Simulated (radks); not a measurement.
For Ba³⁺ in [Kr] 4d10 5s2 5p5, the spin moment of the 5p shell is fixed at a series of values. All numbers are computed, not measured: scalar-relativistic Kohn-Sham, BLYP, spin-polarised, spherical densities, finite nucleus (the in-house radial solver radks). Wanted, and plotted below: the energy and the exchange splitting.

The energy falls with the moment, to −0.199 eV at M = 1 μB, the largest moment run; with one electron or hole in the shell the exact energy would hardly depend on M, so most of the fall is the functional's fractional-spin error. A fit E = −I M²/4 gives an exchange integral I of about 0.80 eV, and the exchange splitting grows nearly in proportion to M, to 0.796 eV (0.80 eV per μB).

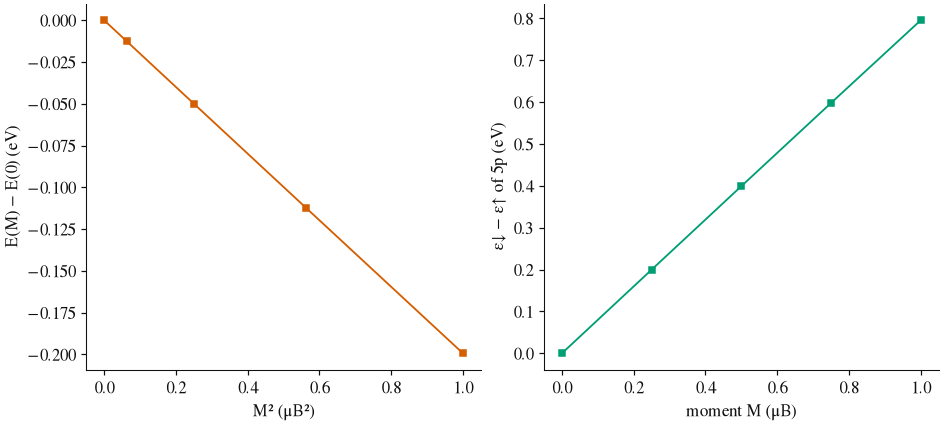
